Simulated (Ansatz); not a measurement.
# HfSiH₂+ (doublet): wave-function methods side by side, def2-SVP

Aim: climb from Hartree-Fock through coupled cluster and multireference methods for HfSiH₂+ (doublet) at one geometry and basis, and see what each rung misses.

Method: def2-SVP, core rule «outside noble gas», up to 9 orbitals frozen; program: Ansatz 0.2.0, Gaussian basis.

The runs, in order: UHF; CCSD(T) on ROHF; CCSD(T) on UHF; CISD as a restricted active space (open shells left free, so some higher excitations enter); CCSDT(Q) on ROHF; CCSDT(Q) on UHF; CASSCF and MRCISD+Q, 9 electrons in 9 orbitals; CASSCF and NEVPT2, 9 electrons in 9 orbitals.

26 further runs of the same task are left out: 7 that didn't finish, 19 set aside as unsound or not needed. Runs told in other sessions of the task aren't counted.

### 1 The system

The geometry is a PBE0/def2-TZVP stationary point (not a proven minimum) of the parent state, kept for this charge and spin. No spin-orbit coupling is included. Elements past krypton take def2 core potentials.

4 atoms, charge 1, spin multiplicity 2.

Atoms are counted from 1 here; the program's logs count them from 0.

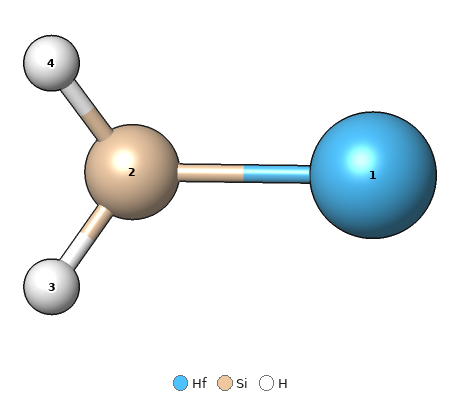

The structure; hafnium blue, silicon light orange, hydrogen white; atoms are numbered from 1 in the order of the file.

In the tables R marks a restricted open-shell determinant and U an unrestricted one; 'frontier' is the active space of 9 electrons in 9 orbitals; energies count from the table's Hartree-Fock row.

### 2 UHF

in.yaml

```yaml
crystal:
  periodic: [false, false, false]
  atoms:
    - {symbol: Hf, position_ang: [-0.006792, 0.000000, 0.378902]}
    - {symbol: Si, position_ang: [0.072482, 0.000000, -2.193437]}
    - {symbol: H, position_ang: [-0.408472, -1.183253, -2.989449]}
    - {symbol: H, position_ang: [-0.408472, 1.183253, -2.989449]}
basis:
  gaussian: {orbitals: def2-SVP}
total_charge: 1
magnetization: {spin_polarized: true, initial_magnetization: 1}
hamiltonian: {xc: hf}
output: {orbitals: {seedname: orbitals}}
```

The run is started by

```
> ansatz run in.yaml --threads 1 --pin off --events-out ev --progress --plain --max-ram 2393MiB
```

The log of the run (excerpt; [...] marks lines left out):

```text
Functional definition: HF
  name "HF"
  cite "Fock, Z. Phys. 61, 126 (1930) doi:10.1007/BF01340294"
  parent pbe
[...]
596 factors; integrals over basis functions are off by at most 9.2e-4 eV
[...]
mean field -9173.47068118 eV, -337.1188295318 hartree, gradient 3.6e-6 eV, S^2 1.787621; 19 other end points of the search recorded, 0 dependent functions left out
reference -9173.47068118 eV, -337.1188295318 hartree; 14, 13 occupied and 46, 47 virtual orbitals, 596 factors
Total energy: -9173.47068118 eV, -337.1188295318 hartree
```

It took 11 s on 1 thread of Arm Neoverse V1, shared host.

From the report: ⟨S²⟩ of the determinant 1.788 (pure doublet: 0.75). The determinant of HF (⟨S²⟩ 1.79) is far from a pure spin state, so its energy mixes those of several spin states; that is harmless only where they are near-degenerate.

### 3 CCSD(T) on ROHF

Changes to in.yaml since step 2:

```diff
@@ -10,4 +10,3 @@
 total_charge: 1
-magnetization: {spin_polarized: true, initial_magnetization: 1}
-hamiltonian: {xc: hf}
-output: {orbitals: {seedname: orbitals}}
+magnetization: {spin_polarized: false, initial_magnetization: 1}
+correlation: {method: ccsd_t, electrons: outside_noble_gas}
```

The command is unchanged.

The log of the run (excerpt; [...] marks lines left out):

```text
Functional definition: HF
  name "HF"
  cite "Fock, Z. Phys. 61, 126 (1930) doi:10.1007/BF01340294"
  parent pbe
[...]
596 factors; integrals over basis functions are off by at most 9.2e-4 eV
[...]
mean field -9172.69634353 eV, -337.0903731480 hartree, gradient 2.6e-6 eV, S^2 0.750000; 18 other end points of the search recorded, 0 dependent functions left out
[...]
determinant -9172.69634353 eV, -337.0903731480 hartree, with singles and doubles -9177.45914277 eV, -337.2654027917 hartree
determinant -9172.27273384 eV, -337.0748057789 hartree, with singles and doubles -9177.02880646 eV, -337.2495882238 hartree
determinant -9172.11669348 eV, -337.0690714013 hartree, with singles and doubles -9177.00022098 eV, -337.2485377269 hartree
determinant -9171.41054211 eV, -337.0431208172 hartree, with singles and doubles -9175.75641989 eV, -337.2028288798 hartree
[...]
determinant -9172.69634353 eV, -337.0903731480 hartree, with singles and doubles -9177.51482001 eV, -337.2674488924 hartree
determinant -9172.27273384 eV, -337.0748057789 hartree, with singles and doubles -9177.04862194 eV, -337.2503164293 hartree
determinant -9172.11669348 eV, -337.0690714013 hartree, with singles and doubles -9176.96669754 eV, -337.2473057631 hartree
[...]
unrestricted determinant -9173.47068118 eV, -337.1188295318 hartree, S^2 1.7876
9 core orbitals not correlated: weight in the atoms' cores, before any rotation towards them, 0.999 or more for the frozen orbitals, at most 0.000 for the correlated occupied ones
reference -9172.69634353 eV, -337.0903731480 hartree; 5, 4 occupied and 46, 47 virtual orbitals, 596 factors
second order -3.65932178 eV of doubles, -0.04691835 eV of singles
cycle   1  -4.81847603 eV  change    4.4e-7 eV  update   8.8e-6
[...]
cycle   4  -4.81846671 eV  change    5.1e-6 eV  update   7.1e-6
perturbative correction -0.22745521 eV, -0.0083588249 hartree
Total energy: -9177.74226545 eV, -337.2758073583 hartree
```

Wall time 57 s (1 thread of Arm Neoverse V1, shared host).

From the report: correlation -5.0459 eV; T1 0.118; largest double amplitude 0.15.

### 4 CCSD(T) on UHF

Changes to in.yaml since step 3:

```diff
@@ -10,3 +10,3 @@
 total_charge: 1
-magnetization: {spin_polarized: false, initial_magnetization: 1}
+magnetization: {spin_polarized: true, initial_magnetization: 1}
 correlation: {method: ccsd_t, electrons: outside_noble_gas}
```

The command is unchanged.

The log of the run (excerpt; [...] marks lines left out):

```text
Functional definition: HF
  name "HF"
  cite "Fock, Z. Phys. 61, 126 (1930) doi:10.1007/BF01340294"
  parent pbe
[...]
596 factors; integrals over basis functions are off by at most 9.2e-4 eV
[...]
mean field -9173.47068118 eV, -337.1188295318 hartree, gradient 2.3e-6 eV, S^2 1.787621; 39 other end points of the search recorded, 0 dependent functions left out
determinant -9173.47068118 eV, -337.1188295318 hartree, with singles and doubles -9177.37557368 eV, -337.2623316842 hartree
determinant -9173.46250277 eV, -337.1185289805 hartree, with singles and doubles -9177.37056748 eV, -337.2621477097 hartree
determinant -9173.40632116 eV, -337.1164643445 hartree, with singles and doubles -9177.53128517 eV, -337.2680539759 hartree
determinant -9173.32852839 eV, -337.1136055129 hartree, with singles and doubles -9177.44920028 eV, -337.2650374117 hartree
[...]
determinant -9172.98068676 eV, -337.1008225689 hartree, with singles and doubles -9177.12210586 eV, -337.2530169136 hartree
determinant -9172.64624283 eV, -337.0885319811 hartree, with singles and doubles -9177.17480562 eV, -337.2549535939 hartree
determinant -9172.63037193 eV, -337.0879487363 hartree, with singles and doubles -9177.46793888 eV, -337.2657260425 hartree
9 core orbitals not correlated: weight in the atoms' cores, before any rotation towards them, 0.999 or more for the frozen orbitals, at most 0.000 for the correlated occupied ones
reference -9173.40632116 eV, -337.1164643445 hartree; 5, 4 occupied and 46, 47 virtual orbitals, 596 factors
second order -3.21642819 eV of doubles, -0.00000000 eV of singles
cycle   1  -4.15087261 eV  change    1.1e-6 eV  update   8.1e-6
[...]
cycle   4  -4.15085564 eV  change    5.3e-6 eV  update   4.9e-6
perturbative correction -0.16746830 eV, -0.0061543465 hartree
Total energy: -9177.72464510 eV, -337.2751598224 hartree
```

It took 96 s on 1 thread of Arm Neoverse V1, shared host.

From the report: ⟨S²⟩ of the determinant 1.675 (pure doublet: 0.75); correlation -4.3183 eV; T1 0.055; largest double amplitude 0.16. The determinant of CCSD(T) (⟨S²⟩ 1.68) is far from a pure spin state, so its energy mixes those of several spin states; high orders of coupled cluster remove much of that, low ones don't.

### 5 CISD as a restricted active space (open shells left free, so some higher excitations enter)

Changes to in.yaml since step 4:

```diff
@@ -10,3 +10,3 @@
 total_charge: 1
-magnetization: {spin_polarized: true, initial_magnetization: 1}
-correlation: {method: ccsd_t, electrons: outside_noble_gas}
+magnetization: {spin_polarized: false, initial_magnetization: 1}
+correlation: {active_space: {ras: {orbitals: [4, 1, 46], electrons: 9, max_holes: 2, max_particles: 2}, fixed_orbitals: true}}
```

Same command.

The log of the run (excerpt; [...] marks lines left out):

```text
Functional definition: HF
  name "HF"
  cite "Fock, Z. Phys. 61, 126 (1930) doi:10.1007/BF01340294"
  parent pbe
[...]
596 factors; integrals over basis functions are off by at most 9.2e-4 eV
[...]
mean field -9172.69634353 eV, -337.0903731480 hartree, gradient 2.6e-6 eV, S^2 0.750000; 13 other end points of the search recorded, 0 dependent functions left out
reference -9172.69634353 eV, -337.0903731480 hartree; 14, 13 occupied and 46, 47 virtual orbitals, 596 factors
state -9176.98915368 eV, -337.2481310110 hartree
Total energy: -9176.98915368 eV, -337.2481310110 hartree
```

Run time: 11 s. Hardware: 1 thread of Arm Neoverse V1, shared host.

From the report: 45,522 determinants.

### 6 CCSDT(Q) on ROHF

Changes to in.yaml since step 5:

```diff
@@ -11,2 +11,2 @@
 magnetization: {spin_polarized: false, initial_magnetization: 1}
-correlation: {active_space: {ras: {orbitals: [4, 1, 46], electrons: 9, max_holes: 2, max_particles: 2}, fixed_orbitals: true}}
+correlation: {method: ccsdt_q, electrons: outside_noble_gas}
```

Launched as before.

The log of the run (excerpt; [...] marks lines left out):

```text
Functional definition: HF
  name "HF"
  cite "Fock, Z. Phys. 61, 126 (1930) doi:10.1007/BF01340294"
  parent pbe
[...]
1036 factors; integrals over basis functions are off by at most 1.7e-7 eV
[...]
mean field -9172.69635898 eV, -337.0903737158 hartree, gradient 2.6e-6 eV, S^2 0.750000; 18 other end points of the search recorded, 0 dependent functions left out
[...]
determinant -9172.69635898 eV, -337.0903737158 hartree, with singles and doubles -9177.45918656 eV, -337.2654044007 hartree
determinant -9172.27275017 eV, -337.0748063789 hartree, with singles and doubles -9177.02884298 eV, -337.2495895659 hartree
determinant -9172.11670646 eV, -337.0690718783 hartree, with singles and doubles -9177.00025273 eV, -337.2485388937 hartree
determinant -9171.41055520 eV, -337.0431212981 hartree, with singles and doubles -9175.75647722 eV, -337.2028309867 hartree
[...]
determinant -9172.69635898 eV, -337.0903737158 hartree, with singles and doubles -9177.51486301 eV, -337.2674504725 hartree
determinant -9172.27275017 eV, -337.0748063789 hartree, with singles and doubles -9177.04866062 eV, -337.2503178509 hartree
determinant -9172.11670646 eV, -337.0690718783 hartree, with singles and doubles -9176.96672309 eV, -337.2473067021 hartree
[...]
unrestricted determinant -9173.47069548 eV, -337.1188300571 hartree, S^2 1.7876
9 core orbitals not correlated: weight in the atoms' cores, before any rotation towards them, 0.999 or more for the frozen orbitals, at most 0.000 for the correlated occupied ones
reference -9172.69635898 eV, -337.0903737158 hartree; 5, 4 occupied and 46, 47 virtual orbitals, 1036 factors
second order -3.65937984 eV of doubles, -0.04691829 eV of singles
cycle   1  -4.30996434 eV  change   -6.0e-1 eV  update   1.0e-1
[...]
cycle  86  -5.11666040 eV  change   -3.3e-8 eV  update   1.8e-7
perturbative correction -0.02636943 eV, -0.0009690588 hartree
Total energy: -9177.83938882 eV, -337.2793765762 hartree
```

Wall time 3.8 min (1 thread of Arm Neoverse V1, shared host); peak memory 0.62 GiB.

From the report: correlation -5.1430 eV; T1 0.155; largest double amplitude 0.20.

### 7 CCSDT(Q) on UHF

Changes to in.yaml since step 6:

```diff
@@ -10,3 +10,3 @@
 total_charge: 1
-magnetization: {spin_polarized: false, initial_magnetization: 1}
+magnetization: {spin_polarized: true, initial_magnetization: 1}
 correlation: {method: ccsdt_q, electrons: outside_noble_gas}
```

The command is unchanged.

The log of the run (excerpt; [...] marks lines left out):

```text
Functional definition: HF
  name "HF"
  cite "Fock, Z. Phys. 61, 126 (1930) doi:10.1007/BF01340294"
  parent pbe
[...]
1036 factors; integrals over basis functions are off by at most 1.7e-7 eV
[...]
mean field -9173.47069548 eV, -337.1188300571 hartree, gradient 2.4e-6 eV, S^2 1.787621; 38 other end points of the search recorded, 0 dependent functions left out
determinant -9173.47069548 eV, -337.1188300571 hartree, with singles and doubles -9177.37560350 eV, -337.2623327801 hartree
determinant -9173.46251711 eV, -337.1185295075 hartree, with singles and doubles -9177.37059749 eV, -337.2621488124 hartree
determinant -9173.40634018 eV, -337.1164650434 hartree, with singles and doubles -9177.53132373 eV, -337.2680553930 hartree
determinant -9173.32854415 eV, -337.1136060923 hartree, with singles and doubles -9177.44923717 eV, -337.2650387677 hartree
[...]
determinant -9172.98070958 eV, -337.1008234073 hartree, with singles and doubles -9177.12214025 eV, -337.2530181775 hartree
determinant -9172.64625958 eV, -337.0885325967 hartree, with singles and doubles -9177.17480859 eV, -337.2549537031 hartree
determinant -9172.63038912 eV, -337.0879493681 hartree, with singles and doubles -9177.46797784 eV, -337.2657274746 hartree
9 core orbitals not correlated: weight in the atoms' cores, before any rotation towards them, 0.999 or more for the frozen orbitals, at most 0.000 for the correlated occupied ones
reference -9173.40634018 eV, -337.1164650434 hartree; 5, 4 occupied and 46, 47 virtual orbitals, 1036 factors
second order -3.21646450 eV of doubles, -0.00000000 eV of singles
cycle   1  -3.77385043 eV  change   -5.6e-1 eV  update   8.8e-2
[...]
cycle  88  -4.38482992 eV  change   -4.0e-7 eV  update   2.9e-7
perturbative correction -0.01482022 eV, -0.0005446331 hartree
Total energy: -9177.80599032 eV, -337.2781492038 hartree
```

Run time: 4.6 min. Hardware: 1 thread of Arm Neoverse V1, shared host; peak memory 0.52 GiB.

From the report: ⟨S²⟩ of the determinant 1.675 (pure doublet: 0.75); correlation -4.3997 eV; T1 0.077; largest double amplitude 0.20. The determinant of CCSDT(Q) (⟨S²⟩ 1.68) is far from a pure spin state, so its energy mixes those of several spin states; high orders of coupled cluster remove much of that, low ones don't.

### 8 CASSCF and MRCISD+Q, 9 electrons in 9 orbitals

Changes to in.yaml since step 7:

```diff
@@ -10,3 +10,3 @@
 total_charge: 1
-magnetization: {spin_polarized: true, initial_magnetization: 1}
-correlation: {method: ccsdt_q, electrons: outside_noble_gas}
+magnetization: {spin_polarized: false, initial_magnetization: 1}
+correlation: {method: fic_mrcisd_q, electrons: outside_noble_gas, active_space: {window: {electrons: 9, orbitals: 9}}}
```

The command is unchanged.

The log of the run (excerpt; [...] marks lines left out):

```text
Functional definition: HF
  name "HF"
  cite "Fock, Z. Phys. 61, 126 (1930) doi:10.1007/BF01340294"
  parent pbe
[...]
596 factors; integrals over basis functions are off by at most 9.2e-4 eV
[...]
mean field -9172.69634353 eV, -337.0903731480 hartree, gradient 2.6e-6 eV, S^2 0.750000; 13 other end points of the search recorded, 0 dependent functions left out
reference -9172.69634353 eV, -337.0903731480 hartree; 14, 13 occupied and 46, 47 virtual orbitals, 596 factors
state -9174.84357728 eV, -337.1692825326 hartree
contracted CI cycle   1: correlation 0.00000000 eV, 0.0000000000 hartree, residual 1.16e1 eV
contracted CI cycle   2: correlation -2.51653462 eV, -0.0924809414 hartree, residual 2.57e0 eV
contracted CI cycle   3: correlation -2.64961278 eV, -0.0973714738 hartree, residual 6.84e-1 eV
[...]
contracted CI cycle   5: correlation -3.13948641 eV, -0.1153739976 hartree, residual 1.58e-1 eV
contracted CI cycle   6: correlation -3.14020432 eV, -0.1154003804 hartree, residual 7.05e-2 eV
contracted CI cycle   7: correlation -3.14036606 eV, -0.1154063242 hartree, residual 3.60e-2 eV
contracted CI cycle   8: correlation -3.14040862 eV, -0.1154078882 hartree, residual 1.81e-2 eV
contracted CI cycle   9: correlation -3.14042030 eV, -0.1154083174 hartree, residual 1.04e-2 eV
contracted CI cycle  10: correlation -3.14042390 eV, -0.1154084496 hartree, residual 5.50e-3 eV
contracted CI cycle  11: correlation -3.14042477 eV, -0.1154084817 hartree, residual 2.57e-3 eV
contracted CI cycle  12: correlation -3.14042496 eV, -0.1154084888 hartree, residual 1.26e-3 eV
state -9174.24359785 eV, -337.1472336952 hartree; corrected -9177.67337207 eV, -337.2732755733 hartree
state -9174.84357728 eV, -337.1692825326 hartree; corrected -9177.70436550 eV, -337.2744145608 hartree
Total energy: -9177.70436550 eV, -337.2744145608 hartree
```

It took 46 s on 1 thread of Arm Neoverse V1, shared host; peak memory 0.39 GiB.

From the report: 8,036 determinants; active occupations 1.98, 1.97, 1.95, 1.81, 1.00, 0.19, 0.06, 0.03, 0.02.

### 9 CASSCF and NEVPT2, 9 electrons in 9 orbitals

Changes to in.yaml since step 8:

```diff
@@ -11,2 +11,2 @@
 magnetization: {spin_polarized: false, initial_magnetization: 1}
-correlation: {method: fic_mrcisd_q, electrons: outside_noble_gas, active_space: {window: {electrons: 9, orbitals: 9}}}
+correlation: {method: sc_nevpt2, electrons: outside_noble_gas, active_space: {window: {electrons: 9, orbitals: 9}}}
```

Launched as before.

The log of the run (excerpt; [...] marks lines left out):

```text
Functional definition: HF
  name "HF"
  cite "Fock, Z. Phys. 61, 126 (1930) doi:10.1007/BF01340294"
  parent pbe
[...]
596 factors; integrals over basis functions are off by at most 9.2e-4 eV
[...]
mean field -9172.69634353 eV, -337.0903731480 hartree, gradient 2.6e-6 eV, S^2 0.750000; 13 other end points of the search recorded, 0 dependent functions left out
reference -9172.69634353 eV, -337.0903731480 hartree; 14, 13 occupied and 46, 47 virtual orbitals, 596 factors
state -9174.84357728 eV, -337.1692825326 hartree
state -9174.84357728 eV, -337.1692825326 hartree; corrected -9176.83899325 eV, -337.2426127171 hartree
state -9174.24359785 eV, -337.1472336952 hartree
state -9174.24359785 eV, -337.1472336952 hartree; corrected -9176.55277025 eV, -337.2320942157 hartree
state -9174.84357728 eV, -337.1692825326 hartree; corrected -9176.83899325 eV, -337.2426127171 hartree
Total energy: -9176.83899325 eV, -337.2426127171 hartree
```

It took 40 s on 1 thread of Arm Neoverse V1, shared host.

From the report: 8,036 determinants; active occupations 1.98, 1.97, 1.95, 1.81, 1.00, 0.19, 0.06, 0.03, 0.02.

### 10 The ladder

No level here is safe as a reference; RCCSDT(Q) serves as a yardstick only. Rows without a time are mean-field rows or come out of runs for another level: lower rungs of the coupled-cluster runs, CASSCF and MRCISD of the multireference runs, or the Hartree-Fock search.

Differences are taken before rounding.

```csv
method,energy from the lowest ROHF (meV),from RCCSDT(Q) (meV),time
ROHF,0.0,+5143.0,
UHF,-774.3,+4368.7,11 s
RMP2,-3706.2,+1436.8,
UMP2,-3926.4,+1216.6,
CISD,-4292.8,+850.2,11 s
RCCSD,-4818.5,+324.6,
UCCSD,-4860.8,+282.2,
RCCSD(T),-5045.9,+97.1,57 s
UCCSD(T),-5028.3,+114.7,96 s
RCCSDT,-5116.7,+26.4,
UCCSDT,-5094.8,+48.2,
RCCSDT(Q),-5143.0,0,3.8 min
UCCSDT(Q),-5109.6,+33.4,4.6 min
CASSCF frontier,-2147.2,+2995.8,
NEVPT2 frontier,-4142.6,+1000.4,40 s
MRCISD frontier,-4817.8,+325.2,
MRCISD+Q frontier,-5008.0,+135.0,46 s
```

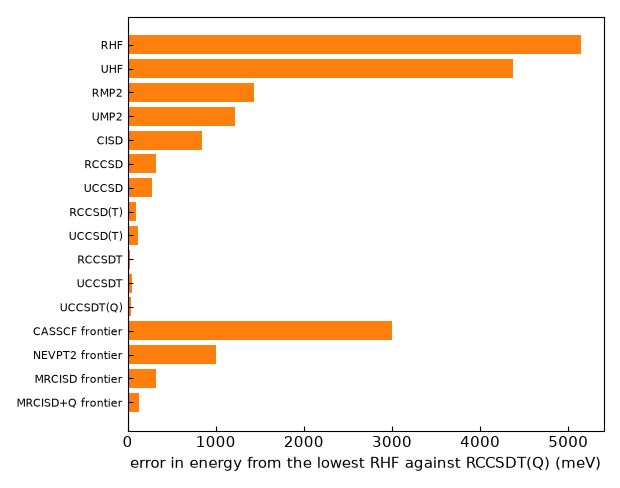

Error of each method against RCCSDT(Q).

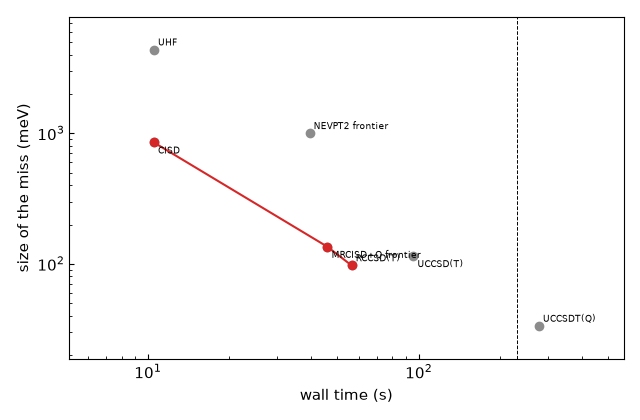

Miss against cost. Red marks the levels that no quicker level drawn beats (of those quicker than the yardstick), and the dashed line is the time of RCCSDT(Q). Times are from a shared host.

### 11 Summary of results

| quantity | value |
| --- | --- |
| RCCSDT(Q) from the ROHF energy | -5.1430 eV |
| RMP2 from RCCSDT(Q) | +1436.8 meV |
| UMP2 from RCCSDT(Q) | +1216.6 meV |
| RCCSD from RCCSDT(Q) | +324.6 meV |
| RCCSD(T) from RCCSDT(Q) | +97.1 meV |
| UCCSD(T) from RCCSDT(Q) | +114.7 meV |
| UCCSDT(Q) from RCCSDT(Q) | +33.4 meV |
| NEVPT2 frontier from RCCSDT(Q) | +1000.4 meV |
| MRCISD+Q frontier from RCCSDT(Q) | +135.0 meV |
| T1 diagnostic | 0.118 |

What this shows: RCCSD(T) lands +97.1 meV from the yardstick (1.9 % of the correlation energy). Coupled cluster took another determinant than the lowest Hartree-Fock one. Warnings: spin contamination; coupled cluster took another determinant than the lowest; large T1 diagnostic.

With open shells the CI space here admits some higher excitations, so it is larger than plain CISD.
